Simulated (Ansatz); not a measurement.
# C3H10InN (SMILES CC[CH2][InH][NH2]): what the fields show

Input file:

```
crystal:
  periodic: [false, false, false]
  atoms:
    - symbol: C
      position_ang: [-0.709108, 0.758500, -1.457561]
    - symbol: C
      position_ang: [-0.719140, -0.753800, -1.296894]
    - symbol: C
      position_ang: [-0.633591, -1.209988, 0.155813]
    - symbol: In
      position_ang: [1.134176, -0.484370, 1.192148]
    - symbol: "N"
      position_ang: [0.867220, 0.143992, 3.097599]
    - symbol: H
      position_ang: [-1.538298, 1.225840, -0.901605]
    - symbol: H
      position_ang: [0.229992, 1.197013, -1.072266]
    - symbol: H
      position_ang: [-0.799134, 1.063946, -2.511381]
    - symbol: H
      position_ang: [-1.638484, -1.155983, -1.761973]
    - symbol: H
      position_ang: [0.115847, -1.185560, -1.876082]
    - symbol: H
      position_ang: [-0.627942, -2.310483, 0.226029]
    - symbol: H
      position_ang: [-1.510772, -0.864662, 0.728835]
    - symbol: H
      position_ang: [2.763516, -0.357187, 0.625755]
    - symbol: H
      position_ang: [-0.021492, 0.146226, 3.584514]
    - symbol: H
      position_ang: [1.604599, 0.502822, 3.692810]
basis:
  gaussian: {orbitals: def2-SVPD}
hamiltonian: {xc: pbe0}
output: {forces: true, orbitals: {seedname: orbitals}}
```

Launched as:

```sh
ansatz run input.yaml --threads 2 --pin off --max-ram 6090MiB --events-out events.jsonl --progress --plain --runs-dir runs
```

Geometry: PBE0-D4/def2-SVP; core potentials replace the inner electrons of In.

Theory: Ansatz 0.2.0, isolated molecule in a Gaussian basis; Kohn-Sham density functional theory, functional PBE0.

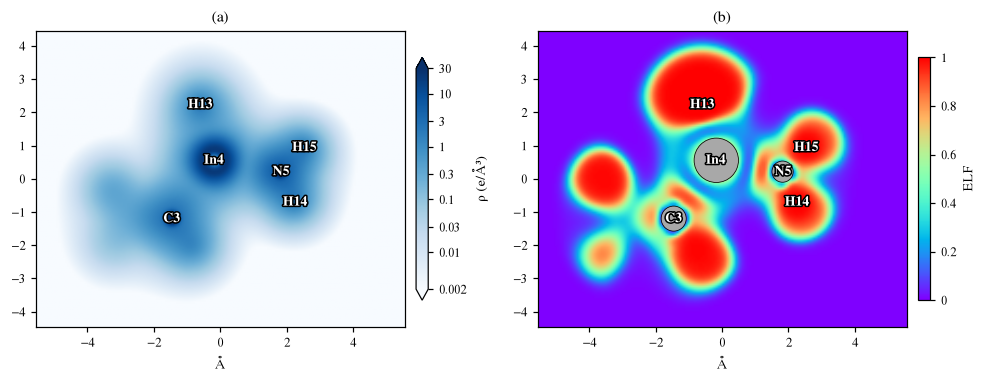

Figure 1. (a) electron density; (b) ELF on the plane of atoms N5, In4 and H13. Grey discs cover the atomic cores in the ELF map.

Q: What does the map show?

A:
- Atoms in the plane: C, In, N and H.
- In–N (2.02 Å): ρ at the midpoint is about 0.72 e/Å³; the ELF peaks at about 0.85 in the valence shell of N, 0.7 Å from its nucleus, and drops to about 0.15 between the two atoms.
- C–In (2.17 Å): ρ is about 0.64 e/Å³ halfway; the ELF peaks at about 0.90 in the valence shell of C, 0.7 Å from its nucleus, and drops to about 0.20 between the two atoms.
- N–H (1.01 Å): the density is about 2.8 e/Å³ at the midpoint; the ELF climbs to about 1 towards the hydrogen, as it does in any bond to H: a covalent bond by its length.
- In–H (1.73 Å): ρ is about 1.1 e/Å³ halfway; the ELF climbs to about 1 towards the hydrogen.

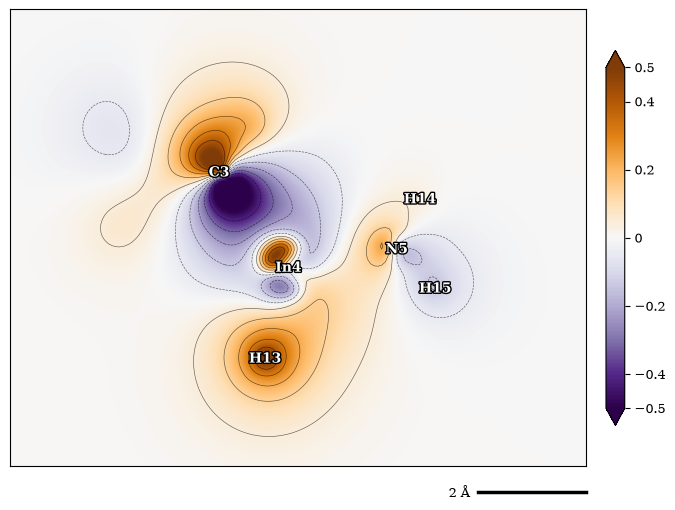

Figure 2. The HOMO−1 on the plane of atoms C3, In4 and H13 (values in Å⁻³ᐟ²; the overall sign is arbitrary).

Q: Where does this orbital lie, and at what energy?

A: It lies mainly on C3 (about 35 %), In4 (about 25 %), H13 (about 15 %) and C2 (about 10 %). Its energy is −7.22 eV.

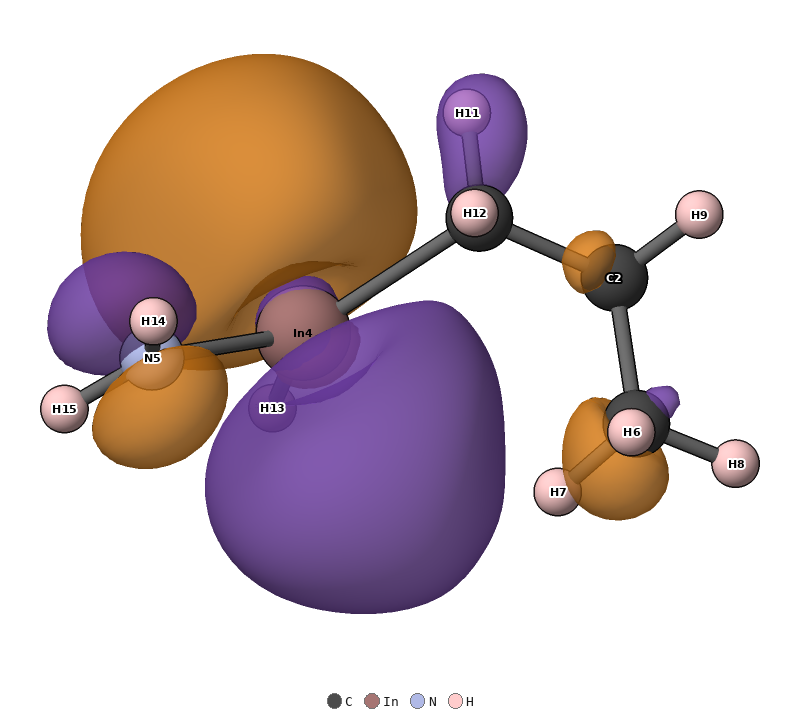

Figure 3. The LUMO at ±0.08 Å⁻³ᐟ² (orange and purple are the two phases), seen at a tilt.

Q: Where does this orbital lie, and at what energy?

A: Its weight (Hirshfeld) is mainly on In4 (about 70 %) and N5 (about 10 %). Its energy is −0.73 eV.
